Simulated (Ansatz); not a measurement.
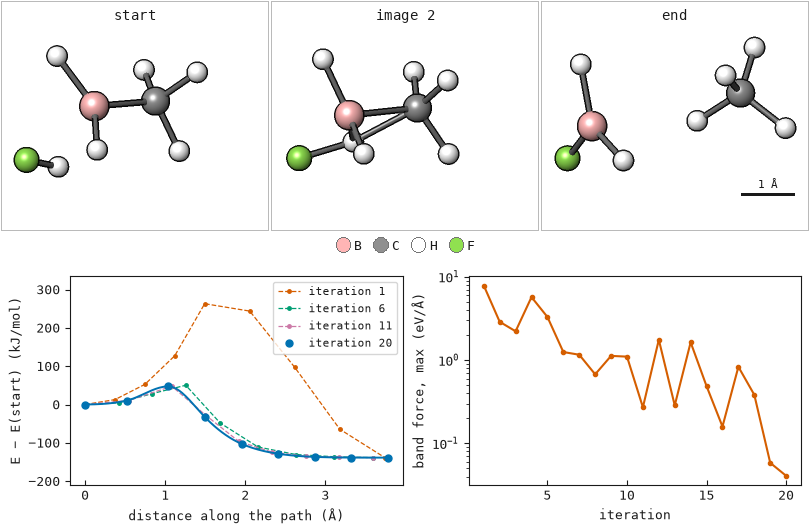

A search for the minimum-energy path of CH$_{6}$BF by the nudged elastic band. Images are numbered from 0 (start) to 8 (end). The plot follows the band through its iterations. The picture is a ball-and-stick view, seen from a free direction.

All numbers below come from RKS PBE0-D4/def2-SVP in Ansatz. Set-up: 7 movable images; climbing image; force threshold 0.05 eV/Å; iteration limit 60; starting path through a guess of the saddle point.

**How did the profile develop, and is the result final?**

The result is final at these settings. The band converged in 20 iterations. The largest component of the band force went from 7.8 to 0.041 eV/Å. The climbing image converged on the top of the path. Its vibrational analysis gives one imaginary mode (1090i cm⁻¹), as a transition state must have. The first iteration put the highest image at 262.9 kJ/mol. Forward barrier 47.2 kJ/mol, backward barrier 185.8 kJ/mol, with image 2 at the top; the reaction energy is −138.6 kJ/mol.

Cost: 2.5 min on 2 threads of Arm Neoverse V1 (shared host), peak memory 0.13 GiB.
